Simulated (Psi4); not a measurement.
# SnCl2F2 (SMILES [F][Sn]([F])([Cl])[Cl]) at PBE0/def2-SV(P) (core potential, sweep point 1)

Aim: the vertical ionisation energy of SnCl2F2 at PBE0/def2-SV(P) (core potential, sweep point 1), from 2 runs. 

The results are computed with Psi4 1.11.

### Step 1. Starting point

SnCl2F2 has 5 atoms, charge 0, and is taken as a singlet. As SMILES, `[F][Sn]([F])([Cl])[Cl]`. The coordinates come from a PBE0-D4/def2-TZVP relaxation.

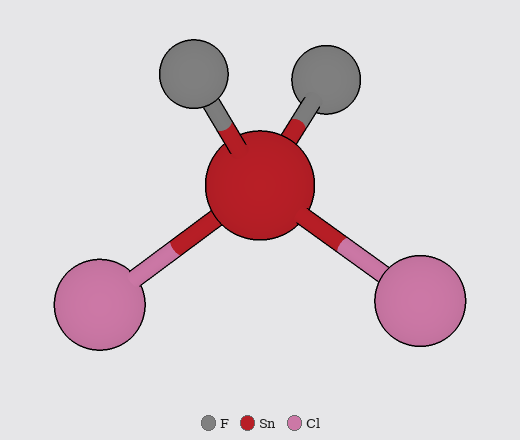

The structure, seen from a chosen angle (fluorine grey, tin red, chlorine pink).

### Step 2. The energy at PBE0/def2-SV(P) (core potential, sweep point 1)

Contents of input.dat:

```
memory 1.6 GB

molecule geom {
  0 1
  F     -0.25700275    -0.60187777     3.53662244
  Sn     0.05971535    -0.06916398     0.02570028
  F      2.85159672    -2.04128216    -0.98851574
  Cl    -3.47274970    -1.49855282    -1.94641791
  Cl     0.91273772     4.07179288    -0.70562373
  units bohr
  symmetry c1
}

set puream true
set scf_type pk
set dft_radial_points 99
set dft_spherical_points 590

E, wfn = energy('pbe0/def2-SV(P)', return_wfn=True)
```

Command:

```console
$ psi4 input.dat output.dat -n 1
```

output.dat:

```text
[...]
    !!!  WARNING: ECP capability is in beta. Please check occupations closely.  !!!
[...]
  Running in c1 symmetry.
[...]
  Nuclear repulsion =  435.160609086283159
[...]
  Multiplicity = 1
[...]
  Nalpha       = 37
  Nbeta        = 37
[...]
    Number of basis functions: 90
[...]
   @RKS iter   1: -1333.44361169412036   -1.43387e+00   6.79788e-03 ADIIS/DIIS
[...]
   @RKS iter   9: -1333.57751638110062   -1.43716e-08   2.34414e-07 DIIS
[...]
    Orbital Energies [Eh]
    ---------------------
    Doubly Occupied:
       1A   -101.719775     2A   -101.719745     3A    -24.770129
       4A    -24.770099     5A     -9.571158     6A     -9.571142
       7A     -7.311105     8A     -7.311095     9A     -7.303210
      10A     -7.303198    11A     -7.303196    12A     -7.303189
      13A     -5.252124    14A     -3.587286    15A     -3.586064
      16A     -3.585431    17A     -1.221563    18A     -1.208562
      19A     -1.158607    20A     -1.150208    21A     -1.149707
      22A     -1.128753    23A     -1.099690    24A     -0.880055
      25A     -0.864873    26A     -0.575939    27A     -0.476821
      28A     -0.469756    29A     -0.467431    30A     -0.432984
      31A     -0.429544    32A     -0.427749    33A     -0.412547
      34A     -0.382597    35A     -0.380330    36A     -0.374159
[...]
  @RKS Final Energy: -1333.57751638110062
   => Energetics <=
    Nuclear Repulsion Energy =            435.1606090862831593
    One-Electron Energy =               -2792.5364206657536670
    Two-Electron Energy =                1095.8524415350768777
    DFT Exchange-Correlation Energy =     -72.0541463367071060
    Empirical Dispersion Energy =           0.0000000000000000
    VV10 Nonlocal Energy =                  0.0000000000000000
    Total Energy =                      -1333.5775163811006223
[...]
 Multipole Moments:
 ------------------------------------------------------------------------------------
     Multipole            Electronic (a.u.)      Nuclear  (a.u.)        Total (a.u.)
 ------------------------------------------------------------------------------------
 L = 1.  Multiply by 2.5417464519 to convert [e a0] to [Debye]
 Dipole X            :          7.7906139           -8.1149821           -0.3243682
 Dipole Y            :         -7.8840077            8.2122981            0.3282905
 Dipole Z            :          7.8625091           -8.1894411           -0.3269320
 Magnitude           :                                                    0.5655739
[...]
```

Wall time 18 s (1 thread of AMD EPYC 7R43 (Zen 3), shared host); peak memory 0.82 GiB.

### Step 3. The doublet cation, same level

Contents of calc.inp:

```
memory 1600 mb

molecule geom {
  1 2
  F     -0.25700275    -0.60187777     3.53662244
  Sn     0.05971535    -0.06916398     0.02570028
  F      2.85159672    -2.04128216    -0.98851574
  Cl    -3.47274970    -1.49855282    -1.94641791
  Cl     0.91273772     4.07179288    -0.70562373
  units au
  symmetry c1
}

set {
  basis                def2-SV(P)
  reference            uks
  puream               true
  scf_type             pk
  dft_radial_points    99
  dft_spherical_points 590
  maxiter              100
}

result, w = energy('pbe0', return_wfn=True)
```

Command:

```console
$ psi4 calc.inp calc.out -n 1
```

calc.out:

```text
[...]
    !!!  WARNING: ECP capability is in beta. Please check occupations closely.  !!!
[...]
  Running in c1 symmetry.
[...]
  Nuclear repulsion =  435.160609086283159
[...]
  Multiplicity = 2
[...]
  Nalpha       = 37
  Nbeta        = 36
[...]
    Number of basis functions: 90
[...]
   @UKS iter   1: -1332.97253477199320   -9.62796e-01   6.73658e-03 ADIIS/DIIS
[...]
   @UKS iter  17: -1333.12215584310979   -2.22265e-07   4.20323e-07 DIIS
[...]
   @S^2 Observed:                7.574043583E-01
[...]
    Orbital Energies [Eh]
    ---------------------
    Alpha Occupied:
       1A   -102.002902     2A   -102.002863     3A    -24.963581
       4A    -24.963571     5A     -9.852911     6A     -9.852882
       7A     -7.595323     8A     -7.595294     9A     -7.588609
      10A     -7.588584    11A     -7.581525    12A     -7.581499
      13A     -5.472307    14A     -3.809097    15A     -3.806232
      16A     -3.803844    17A     -1.424798    18A     -1.411689
      19A     -1.381744    20A     -1.369999    21A     -1.369420
      22A     -1.335912    23A     -1.303012    24A     -1.150807
      25A     -1.137624    26A     -0.796617    27A     -0.696896
      28A     -0.690949    29A     -0.671187    30A     -0.656644
      31A     -0.650946    32A     -0.631195    33A     -0.623515
      34A     -0.621094    35A     -0.619762    36A     -0.615009
[...]
  @UKS Final Energy: -1333.12215584310979
   => Energetics <=
    Nuclear Repulsion Energy =            435.1606090862831593
    One-Electron Energy =               -2775.1047146931427960
    Two-Electron Energy =                1078.5707901984917498
    DFT Exchange-Correlation Energy =     -71.7488404347421493
    Empirical Dispersion Energy =           0.0000000000000000
    VV10 Nonlocal Energy =                  0.0000000000000000
    Total Energy =                      -1333.1221558431097947
[...]
 Multipole Moments:
 ------------------------------------------------------------------------------------
     Multipole            Electronic (a.u.)      Nuclear  (a.u.)        Total (a.u.)
 ------------------------------------------------------------------------------------
 L = 1.  Multiply by 2.5417464519 to convert [e a0] to [Debye]
 Dipole X            :          7.0960355           -8.1149821           -1.0189466
 Dipole Y            :         -7.1811529            8.2122981            1.0311452
 Dipole Z            :          7.1615495           -8.1894411           -1.0278915
 Magnitude           :                                                    1.7770970
[...]
```

It took 39 s on 1 thread of AMD EPYC 7R43 (Zen 3), shared host; peak memory 0.82 GiB.

### Step 4. Outcome

At PBE0/def2-SV(P) (core potential, sweep point 1):

```
                                          quantity           value
                     singlet SnCl2F2: total energy  -1333.57752 Eh
                    singlet SnCl2F2: dipole moment          1.44 D
                      singlet SnCl2F2: HOMO energy       -10.08 eV
                      singlet SnCl2F2: LUMO energy        -3.15 eV
                    singlet SnCl2F2: HOMO–LUMO gap         6.93 eV
                      doublet cation: total energy  -1333.12216 Eh
doublet cation: HOMO energy (highest over α and β)       -16.10 eV
 doublet cation: LUMO energy (lowest over α and β)       -14.67 eV
                              doublet cation: ⟨S²⟩           0.757
vertical ionisation energy (to the doublet cation)       12.391 eV
```

Removing an electron at fixed nuclei costs 12.39 eV (286 kcal/mol). −ε(HOMO) before ionisation, 10.08 eV, is 2.31 eV below this ionisation energy.
